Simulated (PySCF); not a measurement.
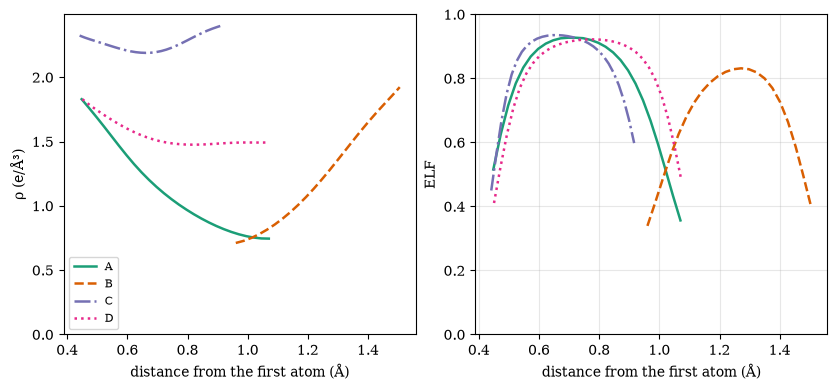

C5H6ClGaS (SMILES Cc1ccs[c]1[GaH][Cl]). Total electron density and electron localisation function along straight lines between neighbouring atoms. The curves leave out the atomic cores.

Geometry: GFN2-xTB.

Computed with wB97X-D/def2-SVPD, SCF density, gas phase in PySCF 2.14.0.

```
atom    x (Å)    y (Å)    z (Å)
   C   0.1949  -1.7685  -0.2320
   C  -0.3874  -0.4001  -0.0869
   C  -1.7727  -0.1143  -0.1638
   C  -2.0521   1.2032   0.0047
   S  -0.6366   2.1371   0.2636
   C   0.3693   0.7206   0.1421
  Ga   2.3300   1.0115   0.3275
  Cl   3.1096   2.9120   0.6294
   H  -0.0971  -2.2065  -1.1857
   H  -0.1675  -2.4196   0.5631
   H   1.2843  -1.7147  -0.1800
   H  -2.5212  -0.8671  -0.3406
   H  -3.0085   1.6871  -0.0085
   H   3.3542  -0.1813   0.2451
```

Question: Which curve belongs to which contact (C–C, C–Ga, C–S and Ga–Cl)? The first atom named is at distance zero.

Answer: Curve A: C–Ga (1.99 Å): the density is about 0.76 e/Å³ at the midpoint; the ELF peaks at about 0.95 in the valence shell of C, 0.7 Å from its nucleus, and is about 0.60 at the midpoint. Curve B: Ga–Cl (2.08 Å): ρ is about 0.78 e/Å³ halfway; the ELF peaks at about 0.85 in the valence shell of Cl, 0.8 Å from its nucleus, and is about 0.55 at the midpoint. Curve C: C–C (1.36 Å): the density is about 2.2 e/Å³ at the midpoint; the ELF peaks at about 0.95 between the atoms, as expected for localised, covalent bonding. Curve D: C–S (1.72 Å): ρ at the midpoint is about 1.5 e/Å³; the ELF peaks at about 0.90 between the atoms; a covalent bond.
